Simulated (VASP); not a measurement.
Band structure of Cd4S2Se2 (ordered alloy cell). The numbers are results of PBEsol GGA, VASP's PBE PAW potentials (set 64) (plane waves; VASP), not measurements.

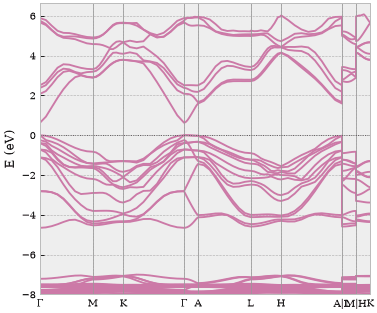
Bands along high-symmetry lines, zero at the valence-band maximum or, without a gap, the Fermi level

Task: Read the plot: is there a gap, and where are the band edges?

Result: The gap is direct, 0.63 eV, from the valence maximum at Γ to the conduction minimum at Γ. (Edges off the drawn lines would not show.)

The structure was generated: Cd4S2Se2 was put into an ordered model structure (P3m1), which need not be its known phase. It was relaxed first.
